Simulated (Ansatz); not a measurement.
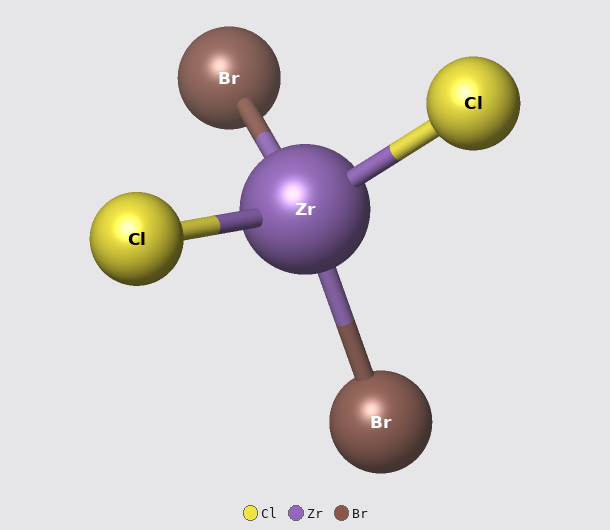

The species is neutral and a spin singlet. The computed structure is the end point of a PBE0-D4/def2-TZVP optimisation. Program: Ansatz 0.2.0.

Tabulate HOMO energy (eV), dipole (D) at these levels: B3LYP-D4/def2-TZVPP; PBE-D4/def2-TZVPP; r2SCAN-D4/def2-TZVPP; ωB97M-V/def2-TZVPP.

```
               level  HOMO energy (eV)  dipole (D)
 B3LYP-D4/def2-TZVPP             −8.73        0.10
   PBE-D4/def2-TZVPP             −7.76        0.12
r2SCAN-D4/def2-TZVPP             −8.12        0.09
  ωB97M-V/def2-TZVPP            −11.15        0.01
```
